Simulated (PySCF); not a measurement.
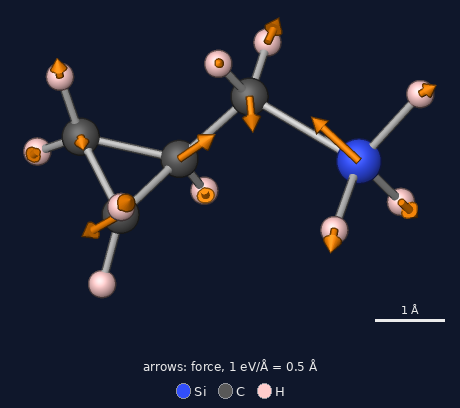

Starting geometry of C4H10Si with the computed forces as orange arrows. A ball-and-stick model, seen at a tilt.

The start comes from GFN2-xTB. Its atoms were then displaced at random by about 0.01 Å.

Theory: PBE0-D3(BJ)/def2-SVP geometry optimisation, gas phase (PySCF). 

**Is this structure relaxed? If not, where do the atoms go?**

It isn't relaxed: the largest force vector, on the Si atom, is 1.94 eV/Å. The final displacements follow the starting forces only in part (cosine between the two patterns 0.69). After 4 geometry steps the energy has fallen by 16.9 kJ/mol. The largest move after the best rigid fit is that of an H atom, 0.053 Å. Largest moves by element: H 0.053 Å, Si 0.052 Å, C 0.052 Å. Near-neighbour distances that change, for instance: H–Si 1.444 → 1.497 Å, C–Si 1.936 → 1.889 Å, C–C 1.471 → 1.501 Å, H–Si 1.466 → 1.497 Å. Among the angles between lasting bonds that change: C–C–H 121.4° → 117.6°, C–Si–H 107.2° → 110.6°, H–Si–H 110.8° → 108.4°. Cost: 24 s on 1 thread of Arm Neoverse V2, on a shared host.
